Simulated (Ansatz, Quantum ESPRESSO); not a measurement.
# Na3HSe (Pm-3m): third-order response, part 2 of 3

Wanted: vibrational spectra of Na3HSe (Pm-3m) from linear and non-linear response.

Quantum ESPRESSO 8.0 development, patched; DFT LDA, scalar-relativistic, plane waves, PseudoDojo norm-conserving pseudopotentials.

So far. Step 2 (A probe with smearing): A gap of 1.3 eV opens on this mesh, so the crystal is taken as an insulator; the start stands at -2.5 GPa. Step 4 (Self-consistent run for the response): The cell stands at 0.0030 GPa, close enough for phonons. The relaxed cell has a = 5.307 Å (conventional setting).

## Step 5: Linear response at Γ

At q = 0 one unit cell holds all displacements; symmetry groups them into irreducible representations that are solved one by one. The response to a field gives ε∞ and the Born charges, which polar modes need. Third-order response adds the Raman tensors.

File ph.in:

```
phonons
 &inputph
    prefix='x',
    outdir='./tmp',
    fildyn='g.dyn',
    tr2_ph=1.0d-18,
    epsil=.true.,
    lraman=.true.,
    elop=.true.,
 /
0.000000000000 0.000000000000 0.000000000000
```

Command:

```console
> OMP_NUM_THREADS=1 mpirun -n 4 ph.x -nk 4 -in ph.in > ph.out
```

The program printed:

```text
[banners, grids, parts of the stress and lines that vanish by symmetry left out]
[banner, memory and clock lines left out]
Program PHONON v.8.0dev

[...]
(   1q-points):
[...]
Exchange-correlation= PW
                           (   1   4   0   0   0   0   0)
[...]
kinetic-energy cut-off    =      88.0000  Ry
     charge density cut-off    =     352.0000  Ry
     convergence threshold     =      1.0E-18
[...]
Exchange-correlation= PW
                           (   1   4   0   0   0   0   0)
[...]
q = (   0.0000000   0.0000000   0.0000000 )
     49 Sym.Ops. (with q -> -q+G )
     G cutoff =  896.7113  ( 112259 G-vectors)     FFT grid: ( 60, 60, 60)
     number of k points=    10
[...]
Mode symmetry, O_h (m-3m)  point group:
[...]
Dielectric constant
[...]
End of electric fields calculation
          Dielectric constant in cartesian axis
          (       3.729654167       0.000000000       0.000000000 )
          (       0.000000000       3.729654167       0.000000000 )
          (       0.000000000       0.000000000       3.729654167 )
          Effective charges (d Force / dE) in cartesian axis without acoustic sum rule applied (asr)
           atom    1  H     Mean Z*:       -1.35564
      Ex  (       -1.35564        0.00000        0.00000 )
      Ey  (        0.00000       -1.35564        0.00000 )
      Ez  (        0.00000        0.00000       -1.35564 )
           atom    2  Se    Mean Z*:       -1.67545
      Ex  (       -1.67545        0.00000        0.00000 )
      Ey  (        0.00000       -1.67545        0.00000 )
      Ez  (        0.00000        0.00000       -1.67545 )
           atom    3  Na    Mean Z*:        1.00461
      Ex  (        0.93470        0.00000        0.00000 )
      Ey  (        0.00000        0.93470        0.00000 )
      Ez  (        0.00000        0.00000        1.14442 )
           atom    4  Na    Mean Z*:        1.00461
      Ex  (        0.93470        0.00000        0.00000 )
      Ey  (        0.00000        1.14442        0.00000 )
      Ez  (        0.00000        0.00000        0.93470 )
           atom    5  Na    Mean Z*:        1.00461
      Ex  (        1.14442        0.00000        0.00000 )
      Ey  (        0.00000        0.93470        0.00000 )
      Ez  (        0.00000        0.00000        0.93470 )
          Effective charges Sum: Mean:       -0.01727
[...]
Effective charges (d Force / dE) in cartesian axis with asr applied:
           atom    1  H     Mean Z*:       -1.35218
[...]
atom    2  Se    Mean Z*:       -1.67199
[...]
atom    3  Na    Mean Z*:        1.00806
[...]
atom    4  Na    Mean Z*:        1.00806
[...]
atom    5  Na    Mean Z*:        1.00806
[...]
Dielectric constant from finite-differences
          (       3.729568298       0.000000000       0.000000000 )
          (       0.000000000       3.729568298       0.000000000 )
          (       0.000000000       0.000000000       3.729568298 )
[...]
(       0.000000000       0.000000000       0.000000000 )
          (       0.000000000       0.000000000      -0.000000000 )
          (       0.000000000      -0.000000000       0.000000000 )
          (       0.000000000       0.000000000       0.000000000 )
          (       0.000000000       0.000000000       0.000000000 )
          (       0.000000000       0.000000000       0.000000000 )
          (       0.000000000      -0.000000000       0.000000000 )
          (       0.000000000       0.000000000       0.000000000 )
[...]
(       0.000000000       0.000000000       0.000000000 )
          (       0.000000000       0.000000000       0.000000000 )
          (       0.000000000       0.000000000       0.000000000 )
          (       0.000000000       0.000000000       0.000000000 )
          (       0.000000000       0.000000000       0.000000000 )
[...]
Representation #   1 modes #   1   2   3
[...]
End of self-consistent calculation
     Convergence has been achieved
     Representation #   2 modes #   4   5   6
[...]
End of self-consistent calculation
     Convergence has been achieved
     Representation #   3 modes #   7   8   9
[...]
End of self-consistent calculation
     Convergence has been achieved
     Representation #   4 modes #  10  11  12
[...]
End of self-consistent calculation
     Convergence has been achieved
     Representation #   5 modes #  13  14  15
[...]
End of self-consistent calculation
     Convergence has been achieved
[...]
Dielectric constant in cartesian axis
          (       3.729654167       0.000000000       0.000000000 )
          (       0.000000000       3.729654167       0.000000000 )
          (       0.000000000       0.000000000       3.729654167 )
          Effective charges (d Force / dE) in cartesian axis without acoustic sum rule applied (asr)
           atom    1  H     Mean Z*:       -1.35564
      Ex  (       -1.35564        0.00000        0.00000 )
      Ey  (        0.00000       -1.35564        0.00000 )
      Ez  (        0.00000        0.00000       -1.35564 )
           atom    2  Se    Mean Z*:       -1.67545
      Ex  (       -1.67545        0.00000        0.00000 )
      Ey  (        0.00000       -1.67545        0.00000 )
      Ez  (        0.00000        0.00000       -1.67545 )
           atom    3  Na    Mean Z*:        1.00461
      Ex  (        0.93470        0.00000        0.00000 )
      Ey  (        0.00000        0.93470        0.00000 )
      Ez  (        0.00000        0.00000        1.14442 )
           atom    4  Na    Mean Z*:        1.00461
      Ex  (        0.93470        0.00000        0.00000 )
      Ey  (        0.00000        1.14442        0.00000 )
      Ez  (        0.00000        0.00000        0.93470 )
           atom    5  Na    Mean Z*:        1.00461
      Ex  (        1.14442        0.00000        0.00000 )
      Ey  (        0.00000        0.93470        0.00000 )
      Ez  (        0.00000        0.00000        0.93470 )
          Effective charges Sum: Mean:       -0.01727
[...]
Effective charges (d Force / dE) in cartesian axis with asr applied:
           atom    1  H     Mean Z*:       -1.35218
[...]
atom    2  Se    Mean Z*:       -1.67199
[...]
atom    3  Na    Mean Z*:        1.00806
[...]
atom    4  Na    Mean Z*:        1.00806
[...]
atom    5  Na    Mean Z*:        1.00806
[...]
q = (    0.000000000   0.000000000   0.000000000 )
[...]
freq (    1) =      -8.936630 [THz] =    -298.093901 [cm-1]
     freq (    2) =      -8.936630 [THz] =    -298.093901 [cm-1]
     freq (    3) =      -8.936630 [THz] =    -298.093901 [cm-1]
     freq (    4) =      -1.434485 [THz] =     -47.849267 [cm-1]
     freq (    5) =      -1.434485 [THz] =     -47.849267 [cm-1]
     freq (    6) =      -1.434485 [THz] =     -47.849267 [cm-1]
     freq (    7) =       0.502671 [THz] =      16.767303 [cm-1]
     freq (    8) =       0.502671 [THz] =      16.767303 [cm-1]
     freq (    9) =       0.502671 [THz] =      16.767303 [cm-1]
     freq (   10) =       4.133594 [THz] =     137.881846 [cm-1]
     freq (   11) =       4.133594 [THz] =     137.881846 [cm-1]
     freq (   12) =       4.133594 [THz] =     137.881846 [cm-1]
     freq (   13) =       9.198195 [THz] =     306.818768 [cm-1]
     freq (   14) =       9.198195 [THz] =     306.818768 [cm-1]
     freq (   15) =       9.198195 [THz] =     306.818768 [cm-1]
[...]
Mode symmetry, O_h (m-3m)  point group:
     freq (   1-   3) =       -298.1  [cm-1]   --> T_1u G_15  G_4- I
     freq (   4-   6) =        -47.8  [cm-1]   --> T_2u G_25  G_5-
     freq (   7-   9) =         16.8  [cm-1]   --> T_1u G_15  G_4- I
     freq (  10-  12) =        137.9  [cm-1]   --> T_1u G_15  G_4- I
     freq (  13-  15) =        306.8  [cm-1]   --> T_1u G_15  G_4- I
```

The job ended after 22 min (4 MPI ranks of Intel Xeon 6975P-C (Granite Rapids), shared host).

Read from the output:

* miss of the charge sum rule: 0.01727 e
* largest acoustic frequency at the zone centre before the sum rule: 16.77 cm⁻¹
* highest optical zone-centre mode (no LO-TO term): 306.8 cm⁻¹
* lowest optical zone-centre mode: -298.1 cm⁻¹
* mean high-frequency dielectric constant: 3.730
* largest Born charge in size (third of the trace): 1.675 e

Born charge (rows field, columns displacement), before the sum rule (e), principal values of the symmetric part by kind of site:

| atom | atoms with these values | low | middle | high | mean |
| --- | --- | --- | --- | --- | --- |
| H1 | 1 | -1.36 | -1.36 | -1.36 | -1.36 |
| Se2 | 1 | -1.68 | -1.68 | -1.68 | -1.68 |
| Na3 | 3 | 0.93 | 0.93 | 1.14 | 1.00 |

In full for H1:

```
-1.36  0.00  0.00
 0.00 -1.36  0.00
 0.00  0.00 -1.36
```

High-frequency dielectric tensor:

```
3.73 0.00 0.00
0.00 3.73 0.00
0.00 0.00 3.73
```

The acoustic modes at Γ come out as far as 16.8 cm⁻¹ from zero, where they should vanish, a sizeable error of basis and grid; the Born charges miss their sum rule by 0.017 e, which is good. The lowest optical mode is imaginary, 298i cm⁻¹, an instability at this level and on this k mesh.

## Step 6: Zone-centre analysis

A rigid shift of the crystal must cost nothing, but grids and finite bases break this; the acoustic sum rule is imposed before the matrix is diagonalised again. With Born charges the intensities follow; a static dielectric tensor has no meaning with imaginary modes.

File dynmat.in:

```
 &input
    fildyn='g.dyn',
    asr='simple',
    fileig='dynmat.eig',
    lperm=.true.,
 /
```

Command:

```console
> dynmat.x -in dynmat.in > dynmat.out
```

The program printed:

```text
[banner, memory and clock lines left out]
Program DYNMAT v.8.0dev

     Reading Dynamical Matrix from file g.dyn
     ...Force constants read
     ...epsilon and Z* read
     ...Raman cross sections read
     A direction for q was not specified:TO-LO splitting will be absent

     Polarizability (A^3 units)
     multiply by 0.523592 for Clausius-Mossotti correction (not under assume_isolated = 'mt')
        32.464275    0.000000    0.000000
         0.000000   32.464275    0.000000
         0.000000    0.000000   32.464275

     IR activities are in (D/A)^2/amu units

# mode   [cm-1]    [THz]      IR
    1   -298.10   -8.9367   41.7471
    2   -298.10   -8.9367   41.7471
    3   -298.10   -8.9367   41.7471
    4    -53.59   -1.6065    0.0000
    5    -53.59   -1.6065    0.0000
    6    -53.59   -1.6065    0.0000
    7     -0.00   -0.0000    0.0000
    8      0.00    0.0000    0.0000
    9      0.00    0.0000    0.0000
   10    136.67    4.0973    1.5623
   11    136.67    4.0973    1.5623
   12    136.67    4.0973    1.5623
   13    305.97    9.1728    2.4445
   14    305.97    9.1728    2.4445
   15    305.97    9.1728    2.4445

Electronic dielectric permittivity tensor (relative, adimensional)
         3.729654    0.000000    0.000000
         0.000000    3.729654    0.000000
         0.000000    0.000000    3.729654

 ... with zone-center polar mode contributions
         5.295856   -0.000000    0.000000
        -0.000000    5.295856    0.000000
         0.000000    0.000000    5.295856

[end of the log left out, with the tail of the file of modes that dynmat.x writes under the same name]
```

Run time: 0.77 s. Hardware: 1 thread.

Read from the output:

| Quantity | Value |
| --- | --- |
| highest optical zone-centre mode (no LO-TO term) | 306.0 cm⁻¹ |

Unit eigenvectors of the mass-weighted matrix after the sum rule; no LO-TO term. The modes at Γ (shares of kinetic energy by element, %) (negative means imaginary):

| mode | frequency (cm⁻¹) | H % | Se % | Na % |
| --- | --- | --- | --- | --- |
| 1 | -298.1 | 84 | 2 | 14 |
| 2 | -298.1 | 84 | 2 | 14 |
| 3 | -298.1 | 84 | 2 | 14 |
| 4 | -53.6 | 0 | 0 | 100 |
| 5 | -53.6 | 0 | 0 | 100 |
| 6 | -53.6 | 0 | 0 | 100 |
| 7 | 0.0 | 1 | 53 | 46 |
| 8 | 0.0 | 1 | 53 | 46 |
| 9 | 0.0 | 1 | 53 | 46 |
| 10 | 136.7 | 15 | 27 | 58 |
| 11 | 136.7 | 15 | 27 | 58 |
| 12 | 136.7 | 15 | 27 | 58 |
| 13 | 306.0 | 0 | 18 | 81 |
| 14 | 306.0 | 0 | 18 | 81 |
| 15 | 306.0 | 0 | 18 | 81 |

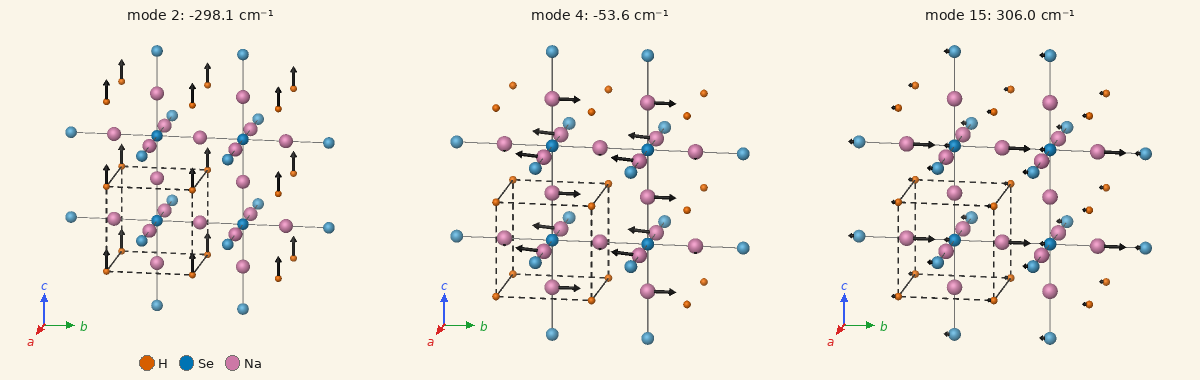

Displacement patterns of modes 2, 4 and 15 at Γ; arrows are exaggerated. 1×2×2 cells are drawn. Some periodic images of atoms are drawn too.

Degenerate modes summed, no LO-TO term; imaginary modes left out. Lines of the infrared spectrum (strongest = 100):

| position (cm⁻¹) | lines merged | IR intensity, relative |
| --- | --- | --- |
| 137 | 3 | 64 |
| 306 | 3 | 100 |

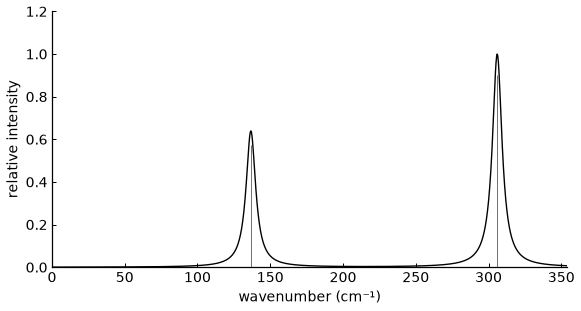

The infrared spectrum, broadened with Lorentzians of width 8 cm⁻¹; bars mark the lines.

The rule also moves an optical mode by 5.7 cm⁻¹.

## Step 7: Sum rules set otherwise: a sum rule for molecules or wires on a crystal

This rule also removes rotations, which suits wires and not a crystal; it is tried to see the harm.

File dynmat.in:

```
 &input
    fildyn='g.dyn',
    asr='one-dim',
    fileig='dynmat.eig',
    lperm=.true.,
 /
```

Command:

```console
> dynmat.x -in dynmat.in > dynmat.out
```

The program printed:

```text
[banner, memory and clock lines left out]
Program DYNMAT v.8.0dev

     Reading Dynamical Matrix from file g.dyn
     ...Force constants read
     ...epsilon and Z* read
     ...Raman cross sections read
asr rotation axis in 1D system=    3
     Acoustic Sum Rule: || Z*(ASR) - Z*(orig)|| =    1.337592E-02
     Acoustic Sum Rule: ||dyn(ASR) - dyn(orig)||=    2.335062E-02
     Message from routine dynmat:
     WARNING: the charges keep any dipole. Ignore the strengths of the modes set to zero; with q typed a rigid rotation may get a frequency
     A direction for q was not specified:TO-LO splitting will be absent

     Polarizability (A^3 units)
     multiply by 0.523592 for Clausius-Mossotti correction (not under assume_isolated = 'mt')
        32.464275    0.000000    0.000000
         0.000000   32.464275    0.000000
         0.000000    0.000000   32.464275

     IR activities are in (D/A)^2/amu units

# mode   [cm-1]    [THz]      IR
    1   -302.13   -9.0576   44.1224
    2   -295.37   -8.8551   41.6836
    3   -295.37   -8.8551   41.6836
    4    -47.85   -1.4345    0.0000
    5    -47.85   -1.4345    0.0000
    6     -0.00   -0.0000    0.0361
    7     -0.00   -0.0000    0.0405
    8      0.00    0.0000    0.0158
    9      0.00    0.0000    0.1041
   10     69.22    2.0751    0.0590
   11    137.76    4.1298    1.5849
   12    137.76    4.1298    1.5849
   13    303.67    9.1037    1.3760
   14    306.71    9.1949    2.4854
   15    306.71    9.1949    2.4854

Electronic dielectric permittivity tensor (relative, adimensional)
         3.729654    0.000000    0.000000
         0.000000    3.729654    0.000000
         0.000000    0.000000    3.729654

 ... with zone-center polar mode contributions
         4.708426    0.590114   -0.000000
         0.590114    4.708426   -0.000000
        -0.000000   -0.000000    5.298540

[end of the log left out, with the tail of the file of modes that dynmat.x writes under the same name]
```

Elapsed: 0.73 s, on 1 thread.

The program raised no error, yet the settings are not those of a careful run.

The fault: a sum rule for molecules or wires on a crystal; 1 optical mode is projected out to zero frequency, as if it were a rotation.

For a crystal the rule has to be 'simple' or 'crystal'.

Zone-centre frequencies as printed; negative means imaginary. Modes:

| mode | frequency (cm⁻¹) |
| --- | --- |
| 1 | -302.1 |
| 2 | -295.4 |
| 3 | -295.4 |
| 4 | -47.85 |
| 5 | -47.85 |
| 6 | 0 |
| 7 | 0 |
| 8 | 0 |
| 9 | 0 |
| 10 | 69.22 |
| 11 | 137.8 |
| 12 | 137.8 |
| 13 | 303.7 |
| 14 | 306.7 |
| 15 | 306.7 |

## Step 8: Sum rules set otherwise (asr no)

Without the rule the raw error of the acoustic modes shows.

File dynmat.in:

```
 &input
    fildyn='g.dyn',
    asr='no',
    fileig='dynmat.eig',
    lperm=.true.,
 /
```

Command:

```console
> dynmat.x -in dynmat.in > dynmat.out
```

The program printed:

```text
[banner, memory and clock lines left out]
Program DYNMAT v.8.0dev

     Reading Dynamical Matrix from file g.dyn
     ...Force constants read
     ...epsilon and Z* read
     ...Raman cross sections read
     A direction for q was not specified:TO-LO splitting will be absent

     Polarizability (A^3 units)
     multiply by 0.523592 for Clausius-Mossotti correction (not under assume_isolated = 'mt')
        32.464275    0.000000    0.000000
         0.000000   32.464275    0.000000
         0.000000    0.000000   32.464275

     IR activities are in (D/A)^2/amu units

# mode   [cm-1]    [THz]      IR
    1   -298.09   -8.9366   41.9633
    2   -298.09   -8.9366   41.9633
    3   -298.09   -8.9366   41.9633
    4    -47.85   -1.4345    0.0000
    5    -47.85   -1.4345    0.0000
    6    -47.85   -1.4345    0.0000
    7     16.77    0.5027    0.0001
    8     16.77    0.5027    0.0001
    9     16.77    0.5027    0.0001
   10    137.88    4.1336    1.5468
   11    137.88    4.1336    1.5468
   12    137.88    4.1336    1.5468
   13    306.82    9.1982    2.4401
   14    306.82    9.1982    2.4401
   15    306.82    9.1982    2.4401

Electronic dielectric permittivity tensor (relative, adimensional)
         3.729654    0.000000    0.000000
         0.000000    3.729654    0.000000
         0.000000    0.000000    3.729654

 ... with zone-center polar mode contributions
         5.265909   -0.000000    0.000000
        -0.000000    5.265909   -0.000000
         0.000000   -0.000000    5.265909

[end of the log left out, with the tail of the file of modes that dynmat.x writes under the same name]
```

The job ended after 0.71 s (1 thread).

This step gave:

| Item | Value |
| --- | --- |
| highest optical zone-centre mode (no LO-TO term) | 306.8 cm⁻¹ |

Zone-centre frequencies as printed; negative means imaginary. Modes:

| mode | frequency (cm⁻¹) |
| --- | --- |
| 1 | -298.1 |
| 2 | -298.1 |
| 3 | -298.1 |
| 4 | -47.85 |
| 5 | -47.85 |
| 6 | -47.85 |
| 7 | 16.77 |
| 8 | 16.77 |
| 9 | 16.77 |
| 10 | 137.9 |
| 11 | 137.9 |
| 12 | 137.9 |
| 13 | 306.8 |
| 14 | 306.8 |
| 15 | 306.8 |

Against the first rule no mode moves by more than 16.8 cm⁻¹.

## Step 9: Modes along a direction of q (1 0 0)

A longitudinal polar mode sets up a macroscopic field that stiffens it; the term hangs on the direction from which q goes to zero.

File dynmat.in:

```
 &input
    fildyn='g.dyn',
    asr='simple',
    fileig='dynmat.eig',
    q(1)=1.0,
    q(2)=0.0,
    q(3)=0.0,
 /
```

Command:

```console
> dynmat.x -in dynmat.in > dynmat.out
```

The program printed:

```text
[banner, memory and clock lines left out]
Program DYNMAT v.8.0dev

     Reading Dynamical Matrix from file g.dyn
     ...Force constants read
     ...epsilon and Z* read
     ...Raman cross sections read

     Polarizability (A^3 units)
     multiply by 0.523592 for Clausius-Mossotti correction (not under assume_isolated = 'mt')
        32.464275    0.000000    0.000000
         0.000000   32.464275    0.000000
         0.000000    0.000000   32.464275

     IR activities are in (D/A)^2/amu units

# mode   [cm-1]    [THz]      IR
    1   -298.10   -8.9367   41.7471
    2   -298.10   -8.9367   41.7471
    3    -53.59   -1.6065    0.0000
    4    -53.59   -1.6065    0.0000
    5    -53.59   -1.6065    0.0000
    6     -0.00   -0.0000    0.0000
    7     -0.00   -0.0000    0.0000
    8      0.00    0.0000    0.0000
    9     87.83    2.6329    3.8374
   10    136.67    4.0973    1.5623
   11    136.67    4.0973    1.5623
   12    238.26    7.1428   14.0968
   13    305.97    9.1728    2.4445
   14    305.97    9.1728    2.4445
   15    366.09   10.9751   27.8196

[end of the log left out, with the tail of the file of modes that dynmat.x writes under the same name]
```

The job ended after 0.71 s (1 thread).

This step gave:

| Item | Value |
| --- | --- |
| highest mode moved by the LO-TO term | 366.1 cm⁻¹ |

Zone-centre frequencies as printed; negative means imaginary. Modes:

| mode | frequency (cm⁻¹) |
| --- | --- |
| 1 | -298.1 |
| 2 | -298.1 |
| 3 | -53.59 |
| 4 | -53.59 |
| 5 | -53.59 |
| 6 | 0 |
| 7 | 0 |
| 8 | 0 |
| 9 | 87.83 |
| 10 | 136.7 |
| 11 | 136.7 |
| 12 | 238.3 |
| 13 | 306 |
| 14 | 306 |
| 15 | 366.1 |

The field moves 3 modes; the highest of them now lies at 366 cm⁻¹, where the highest that moved away lay at 306.

(Part 2 of 3 ends here.)

[Host names and launcher messages were left out of these logs when they were recorded.]

[Logs are printed without paths, hosts, clocks, repeated set-up lines and the standing remarks that a program may print on its own settings, such as how far it seeks lower states.]

[Hosts, paths, dates, database ids (printed as entryN), source tags and the programs' standing remarks are cut or masked in the printed files.]
